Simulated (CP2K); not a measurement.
Consider silyloxirane at its PBE geometry (Å).

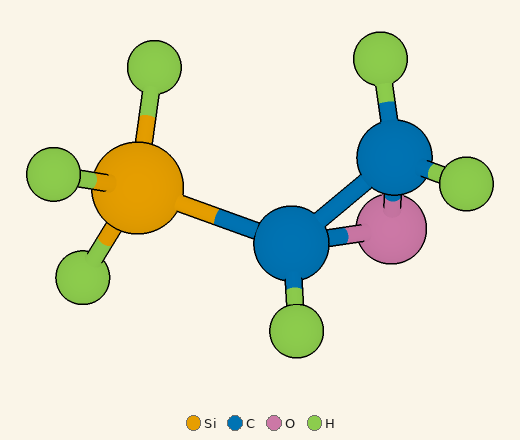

The molecule (silicon orange, carbon blue, oxygen pink, hydrogen green).

```xyz
10

Si    1.4282   -0.1403   -0.1423
C    -0.2671    0.5594    0.2529
C    -1.4976   -0.2537    0.0966
O    -1.1551    0.7207   -0.9072
H     1.2586   -1.2748   -1.0913
H     2.0811   -0.6182    1.1116
H     2.2871    0.9100   -0.7577
H    -0.3393    1.3966    0.9581
H    -1.4221   -1.2979   -0.2216
H    -2.3737   -0.0021    0.7010
```

Method: CP2K XAS_TDP, all-electron GAPW, PBEh(45%), aug-pc-1, TDA, GW2X-corrected core level, no relativity.

**Question.** Where do the O K-edge lines lie, and how strong are they?

Leading lines: O4 533.79 eV. The leading line of an atom is its first one with 35 % of the strongest within 2.5 eV of its lowest line over the strength cut. Core ionisation energies at this level: O4 537.34 eV.

The first six lines of each atom with a strength over 0.0015:

| atom | energy (eV) | states | strength, one atom | above the computed threshold |
| --- | --- | --- | --- | --- |
| O4 (bonded to 2 C) | 533.79 | 1 | 0.0412 |  |
|  | 534.65 | 1 | 0.0394 |  |
|  | 536.87 | 1 | 0.0052 |  |
|  | 537.18 | 1 | 0.0035 |  |
|  | 537.70 | 1 | 0.0023 | yes |
|  | 537.82 | 1 | 0.0039 | yes |

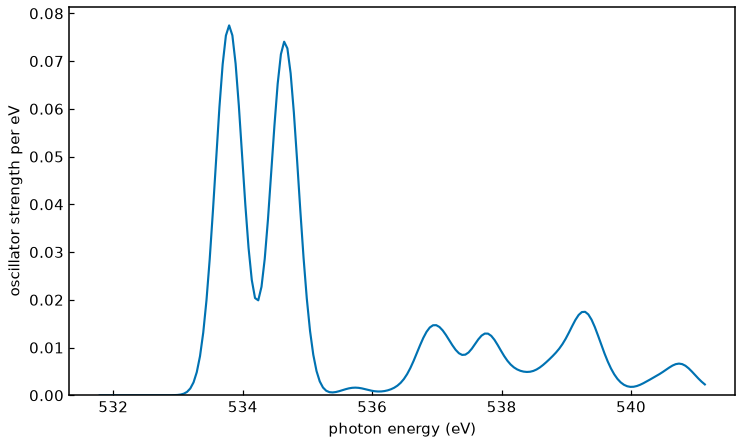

All atoms added, broadened by 0.5 eV.

Lines are vertical, at one geometry, with no vibrational structure. GW2X ionisation energies and lines can be off by 1 to 2 eV either way, and a good line position may hide errors that cancel. These values hold no scalar relativity, about 0.4 eV for O 1s. Rydberg lines, and the discretised continuum above threshold, depend on the basis and the box.

[Banner, clock and machine lines of the logs are left out without a mark of their own.]

[Logs are printed without paths, hosts, clocks, repeated set-up lines and the standing remarks that a program may print on its own settings, such as how far it seeks lower states.]

[Hosts, paths, dates, database ids (printed as entryN), source tags and the programs' standing remarks are cut or masked in the printed files.]
